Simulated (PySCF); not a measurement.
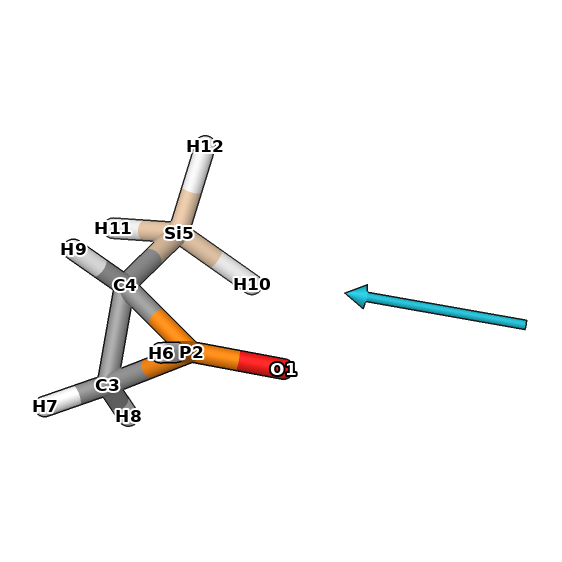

The arrow beside the molecule shows the direction of the dipole moment, from the negative to the positive end (its length means nothing). The geometry was computed by an optimisation with GFN2-xTB. No frequency run is at hand to confirm it as a minimum. Properties computed with PBE0/pcSseg-1, gas phase (PySCF 2.14.0).

> Estimate the dipole moment.

3.71 D; it points from the side of O1 to the side of H7, H9 (the outermost atoms at the two ends).

The geometry is semi-empirical. Around P, Si such bond lengths and angles can be off by a tenth of an ångström or more and by several degrees, and values that hang on the shape move with them.
